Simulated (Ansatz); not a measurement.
**One shape, several levels: quartet SiBr**

Wanted: a comparison of 6 runs (U-r2SCAN/STO-3G, U-revPBE/STO-3G, UB2PLYP/STO-3G, UCAM-B3LYP/STO-3G, RPA@PBE/STO-3G, FCI/STO-3G) of quartet SiBr. 

The results are computed with Ansatz 0.2.0.

47 further runs of the same task are left out: 18 that didn't finish, 29 set aside as unsound or not needed.

**1. The molecule**

SiBr has 2 atoms, charge 0, and is taken as a quartet. SMILES of the parent species: `[Si]Br`. The shape is that of a GFN2-xTB optimisation. That shape belongs to the parent species and isn't relaxed for this state.

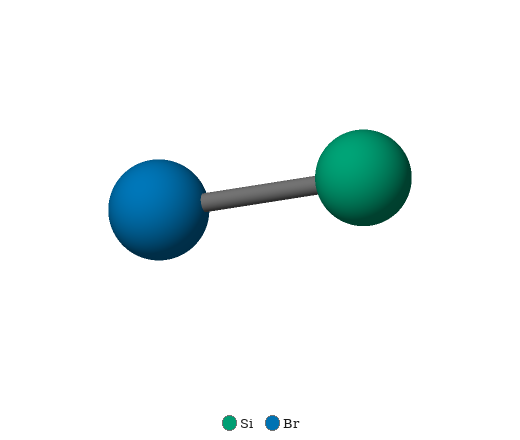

The structure, seen from a chosen angle (silicon teal, bromine blue).

**2. The energy at U-r2SCAN/STO-3G (run 1)**

The input, molecule.yaml:

```yaml
crystal:
  periodic: [false, false, false]
  atoms:
    - {symbol: Si, position_ang: [0.000000, 0.000000, 0.000000]}
    - {symbol: Br, position_ang: [0.000000, 0.000000, 2.342620]}
basis:
  gaussian: {orbitals: STO-3G}
magnetization: {spin_polarized: true, initial_magnetization: 3}
hamiltonian: {xc: r2scan}
accuracy: high
```

On the command line:

```sh
ansatz run molecule.yaml --threads 1 --pin off --max-ram 2610MiB --events-out events.jsonl --progress --plain --runs-dir runs
```

The program printed:

```text
Warning: RAYON_NUM_THREADS=1 ignored (pool sized by the plan → 1); use --threads N
Functional definition: r2SCAN
  name "r2SCAN"
  parameter k0 = 0.174
  parameter k1 = 0.065
  parameter a1 = 4.9479
  exchange = r2scan_x(k0 = k0, k1 = k1, a1 = a1)
  correlation = r2scan_c
366 factors; integrals over basis functions are off by at most 5.9e-9 eV
mean field evaluation 1: about -77062.9236 eV, gradient 2.9e0 eV
mean field evaluation 2: about -77063.1292 eV, gradient 1.4e0 eV
mean field evaluation 4: about -77063.1610 eV, gradient 1.7e-1 eV
mean field evaluation 8: about -77063.1532 eV, gradient 5.6e-4 eV
mean field evaluation 16: about -77059.8272 eV, gradient 9.1e0 eV
mean field evaluation 32: about -77063.1532 eV, gradient 2.0e-8 eV
mean field -77063.15315348 eV, -2832.0186431089 hartree, gradient 2.0e-8 eV, S^2 3.750036; 5 other end points of the search recorded, 0 dependent functions left out
reference -77063.15315406 eV, -2832.0186431303 hartree; 26, 23 occupied and 1, 4 virtual orbitals, 366 factors
Total energy: -77063.15315406 eV, -2832.0186431303 hartree
```

It took 9 s on 1 thread of Arm Neoverse V1, shared host; peak memory 0.2 GiB.

**3. A single-point energy at U-revPBE/STO-3G (run 2)**

The input, molecule.yaml:

```yaml
crystal:
  periodic: [false, false, false]
  atoms:
    - symbol: Si
      position_ang: [0.000000, 0.000000, 0.000000]
    - symbol: Br
      position_ang: [0.000000, 0.000000, 2.342620]
basis:
  gaussian: {orbitals: STO-3G}
magnetization: {spin_polarized: true, initial_magnetization: 3}
hamiltonian: {xc: {name: revPBE}}
accuracy: high
```

On the command line:

```sh
ansatz run molecule.yaml --threads 1 --pin off --max-ram 2610MiB --events-out events.jsonl --progress --plain --runs-dir runs
```

The program printed:

```text
Warning: RAYON_NUM_THREADS=1 ignored (pool sized by the plan → 1); use --threads N
Functional definition: revPBE
  name "revPBE"
  parameter kappa = 1.245
  parameter beta = 0.06672455060314922
  exchange = pbe_x(kappa = kappa, mu = beta*pi^2/3)
  correlation = pbe_c(beta = beta)
366 factors; integrals over basis functions are off by at most 5.9e-9 eV
mean field evaluation 1: about -77052.9515 eV, gradient 2.6e0 eV
mean field evaluation 2: about -77053.1038 eV, gradient 8.2e-1 eV
mean field evaluation 4: about -77053.1146 eV, gradient 2.1e-1 eV
mean field evaluation 8: about -77053.1063 eV, gradient 5.6e-4 eV
mean field evaluation 16: about -77049.9672 eV, gradient 9.1e0 eV
mean field -77053.10631869 eV, -2831.6494287404 hartree, gradient 1.8e-9 eV, S^2 3.750106; 4 other end points of the search recorded, 0 dependent functions left out
reference -77053.10632073 eV, -2831.6494288156 hartree; 26, 23 occupied and 1, 4 virtual orbitals, 366 factors
Total energy: -77053.10632073 eV, -2831.6494288156 hartree
```

Run time: 2.8 s. Hardware: 1 thread of Arm Neoverse V1, shared host; peak memory 0.12 GiB.

Runs 3 to 5 aren't shown in full; the table further down has their settings and results.

**4. The energy at FCI/STO-3G (run 6)**

The input, input.yaml:

```yaml
crystal:
  periodic: [false, false, false]
  atoms:
    - {symbol: Si, position_ang: [0.000000, 0.000000, 0.000000]}
    - {symbol: Br, position_ang: [0.000000, 0.000000, 2.342620]}
basis:
  gaussian:
    orbitals: STO-3G
magnetization:
  spin_polarized: true
  initial_magnetization: 3
correlation:
  method: fci
  frozen_orbitals: {Br: 9, Si: 5}
accuracy: high
```

On the command line:

```sh
ansatz run input.yaml --threads 1 --pin off --max-ram 2610MiB --events-out events.jsonl --progress --plain --runs-dir runs
```

The program printed:

```text
Warning: RAYON_NUM_THREADS=1 ignored (pool sized by the plan → 1); use --threads N
Functional definition: HF
  name "HF"
  exchange = exact_x
  correlation = 0
366 factors; integrals over basis functions are off by at most 5.9e-9 eV
mean field evaluation 1: about -77011.6564 eV, gradient 3.7e0 eV
mean field evaluation 2: about -77011.6947 eV, gradient 3.7e0 eV
mean field evaluation 4: about -77012.0882 eV, gradient 1.0e0 eV
mean field evaluation 8: about -77012.1553 eV, gradient 1.0e-2 eV
mean field -77012.15533804 eV, -2830.1445079593 hartree, gradient 4.7e-8 eV, S^2 3.751675; 0 other end points of the search recorded, 0 dependent functions left out
mean field evaluation 16: about -77012.1460 eV, gradient 2.1e-1 eV
14 core orbitals not correlated: weight in the atoms' cores, before any rotation towards them, 1.000 or more for the frozen orbitals, at most 0.000 for the correlated occupied ones
reference -77012.14596343 eV, -2830.1441634486 hartree; 12, 9 occupied and 1, 4 virtual orbitals, 366 factors
state -77012.69231082 eV, -2830.1642413449 hartree
Total energy: -77012.69231082 eV, -2830.1642413449 hartree
```

Run time: 0.62 s. Hardware: 1 thread of Arm Neoverse V1, shared host.

**5. The series**

| run | level | frozen core orbitals | energy (Eh) | ⟨S²⟩ | wall time |
| --- | --- | --- | --- | --- | --- |
| 1 | U-r2SCAN/STO-3G | – | -2832.018643 | 3.750 | 9 s |
| 2 | U-revPBE/STO-3G | – | -2831.649429 | 3.750 | 2.8 s |
| 3 | UB2PLYP/STO-3G | 14 | -2831.492328 | 3.752 | 2.2 s |
| 4 | UCAM-B3LYP/STO-3G | – | -2831.992710 | 3.752 | 2.3 s |
| 5 | RPA@PBE/STO-3G | 14 | -2830.179633 | 3.750 | 4.2 s |
| 6 | FCI/STO-3G | 14 | -2830.164241 | – | 0.62 s |

**6. What came out**

```
                                           quantity           value
                                run 6: total energy  -2830.16424 Eh
run 6: correlation energy (14 core orbitals frozen)       -20.1 mEh
```

In words: Totals of different functionals can't be ranked against each other. In runs 1, 2, 3, 4, 5, 6 the basis is minimal, so the values are rough. All runs together took 21 s, the longest 9 s.
